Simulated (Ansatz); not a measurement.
Ti$_{20}$Si: single-point calculation (part 1 of 3)

The run: single-point calculation of Ti$_{20}$Si (slab, 21 atoms in the cell). Method and program: DFT PBE+D3(BJ), scalar-relativistic, plane waves, PAW, PAW set soft_1, no spin polarisation (Ansatz 0.2.0).

The structure derives from an entry of the Crystallography Open Database. Figures and captions count atoms from 1; the log counts them from 0 in places.

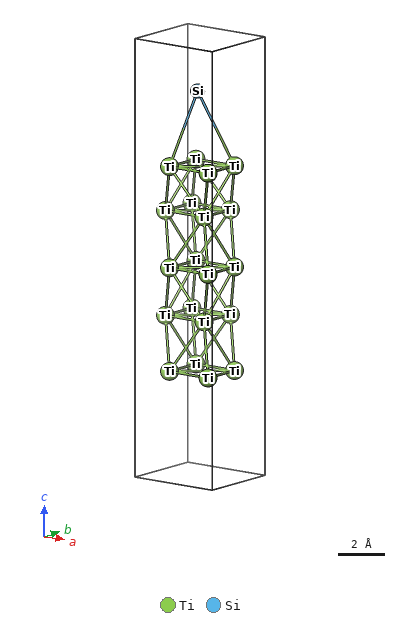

**Figure 1.** The structure (ball-and-stick view of the cell of the calculation, with the vacuum cut short, seen slightly off an axis). An atom can appear more than once, as a periodic image.

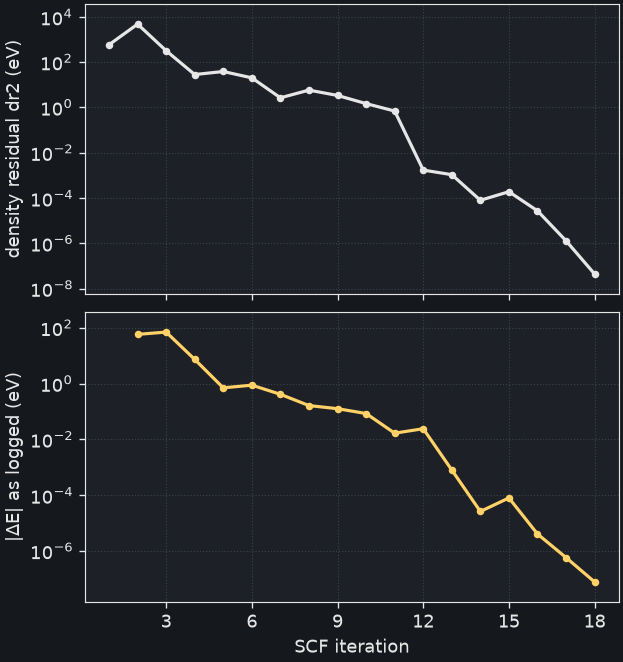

**Figure 2.** Convergence of the self-consistent field: density residual dr2 and size of the energy change against the SCF iteration. The residual falls unevenly and jumps up by a factor of two or more 3 times on the way down.

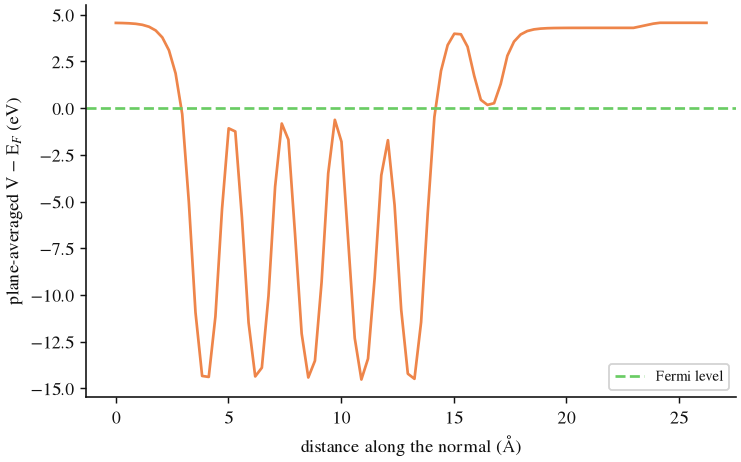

**Figure 3.** Plane average of the electrostatic potential energy of an electron across the cell, from the Fermi level. The vacuum level lies 4.30 eV above the Fermi level on the upper side and 4.57 eV on the lower.

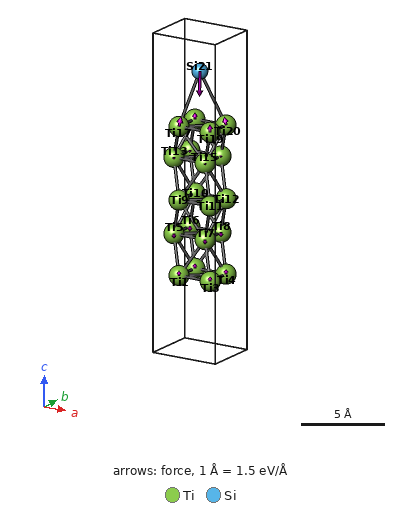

**Figure 4.** Forces on the atoms as pink arrows (ball-and-stick view of the cell of the calculation, with the vacuum cut short, seen slightly off an axis; atoms are numbered from 1 in the order of the input); the smallest are left out. The largest act on Si21 (2.37 eV/Å); Ti17 (0.94 eV/Å); Ti20 (0.81 eV/Å); Ti19 (0.73 eV/Å). The geometry is not a stationary point of this energy.

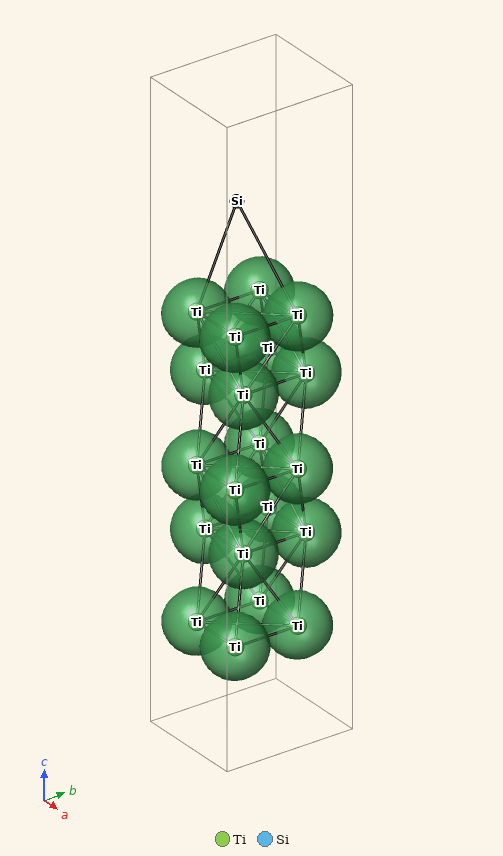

**Figure 5.** Isosurface of the valence charge density (pseudo) at 0.4 e/Å³ (green), seen slightly off an axis. Sticks mark near contacts. At this value the density breaks into separate islands; it holds about 75 % of the electrons treated as valence (semicore included). It is pinched off along the Ti–Ti (2.73 Å), Ti–Si (3.63 Å), Ti–Ti (2.83 Å) and Ti–Ti (2.88 Å) contacts. On the grid the lowest density along these lines, outside the cores, is 0.23 e/Å³ (Ti–Ti, 2.73 Å), 0.08 e/Å³ (Ti–Si, 3.63 Å), 0.21 e/Å³ (Ti–Ti, 2.83 Å) and 0.19 e/Å³ (Ti–Ti, 2.88 Å). Core electrons are frozen (PAW), so the fields are smoothed inside the atomic spheres.

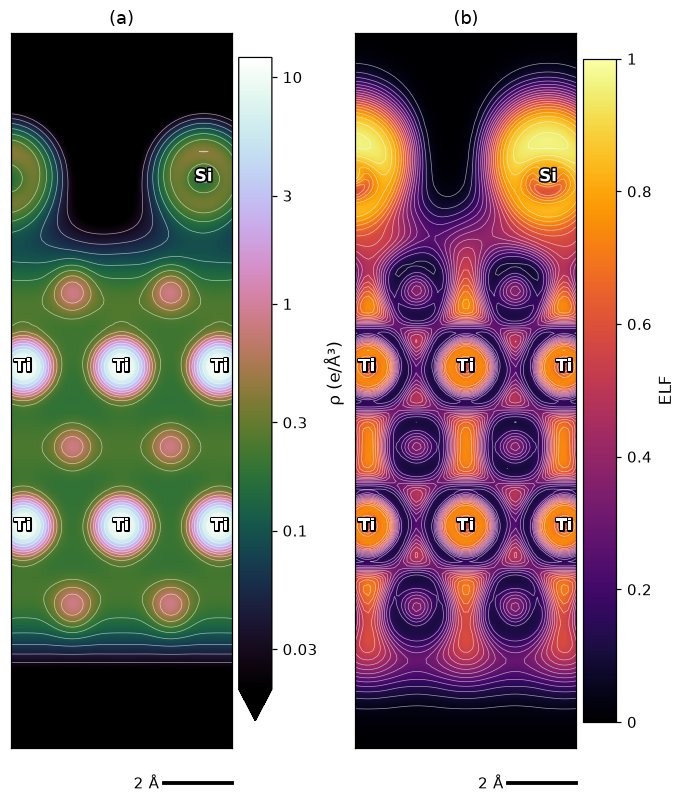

**Figure 6.** (a) valence pseudo-density; (b) electron localisation function on the (010) plane of the calculation cell, a cut from vacuum to vacuum. Ti–Ti (2.89 Å): the density is about 0.2 e/Å³ at the midpoint; the ELF is about 0.25 at the midpoint (no shared electron pair). The density dies away to nearly zero in the vacuum. The strong features right at Ti lie inside the PAW spheres (semicore, d or f shells) and say nothing about bonding.

The input and output of the run follow.

Input:
```yaml
crystal:
  lattice:
    - [5.7723543929, 0.0, 0.0]
    - [-2.8861771965, 4.9990055439, 0.0]
    - [0.0, 0.0, 26.5136808743]
  atoms:
    - { symbol: Ti, position: [0.3333333333, 0.1666666667, 0.1508655105] }
    - { symbol: Ti, position: [0.3333333333, 0.6666666667, 0.1508655105] }
    - { symbol: Ti, position: [0.8333333333, 0.1666666667, 0.1508655105] }
    - { symbol: Ti, position: [0.8333333333, 0.6666666667, 0.1508655105] }
    - { symbol: Ti, position: [0.1666666667, 0.3333333333, 0.2371222875] }
    - { symbol: Ti, position: [0.1666666667, 0.8333333333, 0.2371222875] }
    - { symbol: Ti, position: [0.6666666667, 0.3333333333, 0.2371222875] }
    - { symbol: Ti, position: [0.6666666667, 0.8333333333, 0.2371222875] }
    - { symbol: Ti, position: [0.3333333333, 0.1666666667, 0.3246428107] }
    - { symbol: Ti, position: [0.3333333333, 0.6666666667, 0.3246428107] }
    - { symbol: Ti, position: [0.8333333333, 0.1666666667, 0.3246428107] }
    - { symbol: Ti, position: [0.8333333333, 0.6666666667, 0.3246428107] }
    - { symbol: Ti, position: [0.1666666667, 0.3333333333, 0.4130984707] }
    - { symbol: Ti, position: [0.1666666667, 0.8333333333, 0.4130984707] }
    - { symbol: Ti, position: [0.6666666667, 0.3333333333, 0.4130984707] }
    - { symbol: Ti, position: [0.6666666667, 0.8333333333, 0.4130984707] }
    - { symbol: Ti, position: [0.3333333333, 0.1666666667, 0.4946005399] }
    - { symbol: Ti, position: [0.3333333333, 0.6666666667, 0.4946005399] }
    - { symbol: Ti, position: [0.8333333333, 0.1666666667, 0.4946005399] }
    - { symbol: Ti, position: [0.8333333333, 0.6666666667, 0.4946005399] }
    - { symbol: Si, position: [0.5833333333, 0.3333333333, 0.6228362238] }
basis:
  ecutwfc: 420
kpoints:
  mp_grid: { grid: [6, 6, 1] }
hamiltonian:
  xc: pbe
  pseudopotentials: { kind: paw, azcp: { folder: soft_1 } }
  dispersion: d3bj
scf:
  occupations: { method: gaussian, width: 0.1 }
output:
  forces: true
  eigenvalues: true
  write_density: true
  write_potential: true
  elf: true
  volumetric_format: npy
efield:
  axis: 3
  dipole_correction: true
  ramp_width: 0.04
```

Launch command:
```bash
ansatz run input.yaml --threads 4 --pin off --max-ram 12288MiB --backend cpu --events-out ev --progress --plain --runs-dir out
```

What the program printed:
```
Engine: ansatz 0.2.0, aarch64-unknown-linux-gnu
Pseudopotentials: kind: paw
Pseudopotential: Ti, paw, valence charge 12, recommended cutoff 420 eV (normal), [file]
Pseudopotential: Si, paw, valence charge 4, recommended cutoff 420 eV (normal), [file]
Functional definition: PBE
  parameter kappa = 0.804
  parameter beta = 0.06672455060314922
  exchange = pbe_x(kappa = kappa, mu = beta*pi^2/3)
  correlation = pbe_c(beta = beta)
Crystal: 21 atoms, lattice volume = 765.080 Å³
Basis set: ecut = 420 eV, 15017 PW (Γ), exchange–correlation on 80×80×360 points (8 copies of the dense FFT grid, shifted against one another)
Bands: 147, of which v1, the nominal top of the filled ones, is band 122 counted from 1 (121 counted from 0)
Symmetry: 1 space group operations
Space group: P1 (ITA 1), of the structure as read, at distance tolerance 9.1e-5 Å
k-points: 20 of 36 (time reversal used)
Non-local potential: Ti, projectors of the file, l = 0: 3, l = 1: 2, l = 2: 3, l = 3: 1
Non-local potential: Si, projectors of the file, l = 0: 2, l = 1: 2, l = 2: 1
PAW form: soft (Blöchl's): semilocal exchange-correlation on the pseudo side does not see the compensation charge
PAW one-centre angular grid: Ti, 590 points (default); XC on 64 Gauss nodes
PAW one-centre angular grid: Si, 110 points (default); XC on 64 Gauss nodes
Initial density: superposition of atomic densities (neutral atoms: chi_scale 0, normalization atom)
Initial wavefunctions: pseudopotential atomic-orbital guess
Functional: x = pbe(κ = 0.804, μ = 0.2195149727645171), c = pbe(β = 0.06672455060314922)
```
